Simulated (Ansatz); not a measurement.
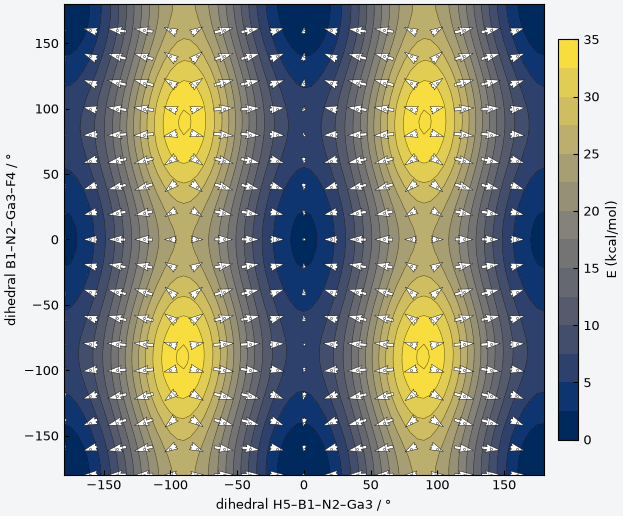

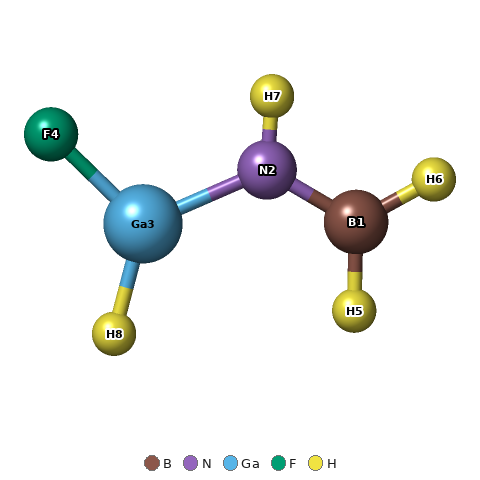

Energy landscape of BFGaH₄N, SMILES B[NH][GaH][F]. 
- First axis: dihedral H5–B1–N2–Ga3. Second axis: dihedral B1–N2–Ga3–F4.
- Nothing is relaxed (all other coordinates rigid).
- The grid has 18 × 18 points; 164 points were computed and 160 follow by symmetry.
- Points are written as (first, second).
- Energies: kcal/mol, counted from the relaxed molecule at the same level.
- Level of theory: RHF/def2-SVP in Ansatz 0.2.0.

In the figure: filled contours, dots at the grid points, arrows along the force (downhill), their lengths compressed. Between grid points the surface is interpolated. The second picture is the structure at the lowest point.

**What does the map say about the system?**

The lowest grid point is at (0°, −180°), 0.0 kcal/mol from the relaxed molecule at the same level; the map holds 2 wells of about this depth. Higher local minima lie near (−180°, 0°) (1.9 kcal/mol above the lowest at that grid point); (0°, 0°) (1.9 kcal/mol above the lowest at that grid point). The highest grid point, (−100°, −100°), lies 34.0 kcal/mol above the lowest. On the interpolated surface the easiest way out of the lowest well to the well at (0°, 0°) passes a barrier of about 6.4 kcal/mol. Round the minimum the two coordinates are weakly coupled (coupling 0.07 in units of the two stiffnesses).

Grid values (kcal/mol):

| dihedral B1–N2–Ga3–F4 ↓, dihedral H5–B1–N2–Ga3 → | −160 | −120 | −80 | −40 | 0 | 40 | 80 | 120 | 160 |
| --- | --- | --- | --- | --- | --- | --- | --- | --- | --- |
| 140 | 4.9 | 21.0 | 28.7 | 12.8 | 2.5 | 11.8 | 28.2 | 22.1 | 5.5 |
| 100 | 8.7 | 25.9 | 34.0 | 16.8 | 6.1 | 16.0 | 33.7 | 26.7 | 9.2 |
| 60 | 8.0 | 24.6 | 31.8 | 15.3 | 5.4 | 15.1 | 31.7 | 24.7 | 8.1 |
| 20 | 4.8 | 19.5 | 25.7 | 11.4 | 2.4 | 11.2 | 25.6 | 19.6 | 4.9 |
| −20 | 4.9 | 19.6 | 25.6 | 11.2 | 2.4 | 11.4 | 25.7 | 19.5 | 4.8 |
| −60 | 8.1 | 24.7 | 31.7 | 15.1 | 5.4 | 15.3 | 31.8 | 24.6 | 8.0 |
| −100 | 9.2 | 26.7 | 33.7 | 16.0 | 6.1 | 16.8 | 34.0 | 25.9 | 8.7 |
| −140 | 5.5 | 22.1 | 28.2 | 11.8 | 2.5 | 12.8 | 28.7 | 21.0 | 4.9 |
| −180 | 2.6 | 18.2 | 24.8 | 9.4 | 0.0 | 9.4 | 24.8 | 18.2 | 2.6 |

The table holds every second grid line.

Time for the 164 points that were run: 5.6 min on 1 thread of Arm Neoverse V1, with other jobs on the host.
